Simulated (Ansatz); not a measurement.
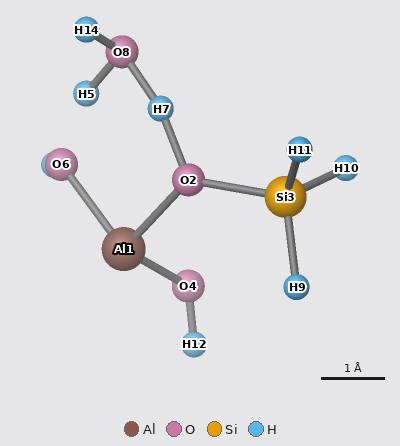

*The input geometry (ball-and-stick view, seen at a tilt; atoms are numbered from 1 in the order of the input). Sticks mark near contacts.*

Bond lengths as drawn: Al–O 1.73 to 1.86 Å, H–O 0.96 to 1.24 Å, H–Si 1.48 to 1.49 Å and O–Si 1.66 Å.

## Single-point calculation, with input and output: AlSiH₈O₄

System: AlSiH₈O₄, multiplicity 2.
Method: UKS r2SCAN0-D4/def2-TZVPP (Ansatz 0.2.0).

The geometry is a transition state. The reaction was set up to form Al1–O6, H5–O8 and O2–H7 and to break Al1–O2, H5–O6 and H7–O8 (atoms counted from 1 in the order of the input); sticks are drawn by distance alone. The geometry comes from this level: PBE0-D4/def2-TZVP.

## Log
```
Functional definition: r2SCAN0
  name "r2SCAN0"
  cite "Bursch, Neugebauer, Ehlert & Grimme, J. Chem. Phys. 156, 134105 (2022) doi:10.1063/5.0086040"
  cite "Furness, Kaplan, Ning, Perdew & Sun, J. Phys. Chem. Lett. 11, 8208 (2020) doi:10.1021/acs.jpclett.0c02405"
  cite "Furness, Kaplan, Ning, Perdew & Sun, J. Phys. Chem. Lett. 11, 9248 (2020) doi:10.1021/acs.jpclett.0c03077"
  parent r2scan
  parameter a = 0.25
  parameter k0 = 0.174
  parameter k1 = 0.065
  parameter a1 = 4.9479
  exchange = (1 - a)*r2scan_x(k0 = k0, k1 = k1, a1 = a1) + a*exact_x
  correlation = r2scan_c
1667 factors; their error is unknown
mean field evaluation 1: about -22780.6156 eV, gradient 6.6e1 eV
mean field evaluation 2: about -22758.4112 eV, gradient 1.0e2 eV
mean field evaluation 4: about -22794.5087 eV, gradient 6.0e0 eV
mean field evaluation 8: about -22794.6244 eV, gradient 1.9e-1 eV
mean field evaluation 16: about -22794.6680 eV, gradient 5.8e-4 eV
mean field -22794.66800185 eV, -837.6885982871 hartree, gradient 7.8e-5 eV, S^2 0.751389; 0 other end points of the search recorded, 0 dependent functions left out
reference -22794.66801721 eV, -837.6885988515 hartree; 34, 33 occupied and 286, 287 virtual orbitals, 1667 factors
Total energy: -22794.75912157 eV, -837.6919468751 hartree
```

This output came from the following input.

## Input file
```yaml
crystal:
  periodic: [false, false, false]
  atoms:
    - {symbol: Al, position_ang: [-1.420810, -0.120862, 0.482252]}
    - {symbol: O, position_ang: [0.230842, -0.631517, -0.200462]}
    - {symbol: Si, position_ang: [0.590252, -0.960249, -1.786727]}
    - {symbol: O, position_ang: [-2.080846, 1.006867, -0.644207]}
    - {symbol: H, position_ang: [0.612912, 0.688916, 1.837984]}
    - {symbol: O, position_ang: [-0.710646, 0.805929, 1.881499]}
    - {symbol: H, position_ang: [1.088905, -0.214805, 0.586978]}
    - {symbol: O, position_ang: [1.602512, 0.351665, 1.476405]}
    - {symbol: H, position_ang: [-0.579788, -1.620499, -2.414012]}
    - {symbol: H, position_ang: [0.933423, 0.280128, -2.523737]}
    - {symbol: H, position_ang: [1.758967, -1.877802, -1.809711]}
    - {symbol: H, position_ang: [-2.948702, 0.869362, -1.020074]}
    - {symbol: H, position_ang: [-1.068669, 1.684464, 2.026735]}
    - {symbol: H, position_ang: [1.991647, -0.261596, 2.106978]}
basis:
  gaussian: {orbitals: def2-TZVPP}
magnetization: {spin_polarized: true, initial_magnetization: 1}
hamiltonian: {xc: {name: r2SCAN0}, dispersion: d4}
```

Launched with:
```bash
ansatz run in.yaml --threads 4 --pin off --events-out ev --progress --plain --max-ram 46080MiB --backend cuda --devices 0, --max-vram 37GiB
```

## Results in brief

- outcome: converged
- total energy: −22794.7591 eV
- mean-field energy: −22794.6680 eV
- dispersion energy: −0.0911 eV
- ⟨S²⟩: 0.751
- SCF solution under orbital rotations: stable
- hardware: 4 CPU threads, shared host
- wall time: 2.2 s (CPU time 4 s)
- peak memory: 1 GiB
